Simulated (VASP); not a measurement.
Band structure of Sm (relaxed from the bcc structure, space group Im-3m). Method: r2SCAN meta-GGA, VASP's PBE PAW potentials (set 64) (plane waves; VASP).

The 4f electrons are frozen in the core of the lanthanide potential, so 4f levels, which can set the real gap, and their magnetism are missing.

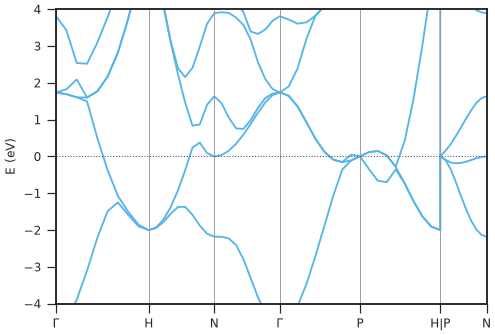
*Bands along high-symmetry lines, zero at the valence-band maximum or, without a gap, the Fermi level*

Task: Read the plot: is there a gap, and where are the band edges?

Result: It has no gap at this level: it comes out as a metal or semimetal.

The structure was generated: Sm was put into the bcc type (Im-3m), which need not be its known phase. It was relaxed first.
